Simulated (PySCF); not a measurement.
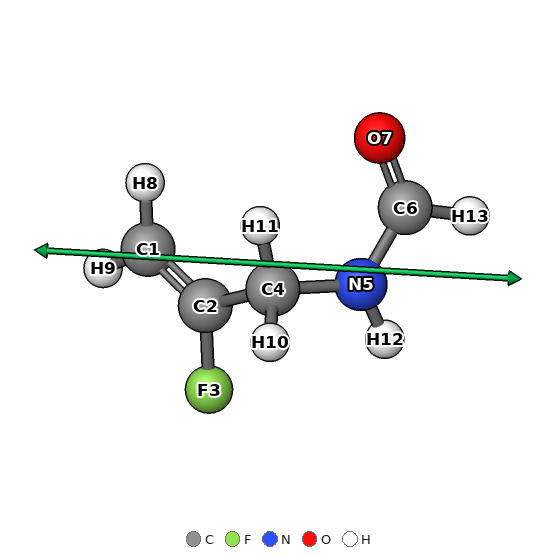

The double arrow shows the direction of the transition dipole to excited singlet state 5 (its length means nothing). The geometry was computed by an optimisation with GFN2-xTB. No frequency run is at hand to confirm it as a minimum. Level of theory: TDDFT PBE0/def2-SVPD, vertical, gas phase, core orbitals frozen in the response (PySCF 2.14.0).

> Give its energy, strength and character.

7.09 eV (175 nm), oscillator strength 0.069, of mixed character, with the largest part HOMO → LUMO+2 (weight 0.43); transition dipole 1.60 D.
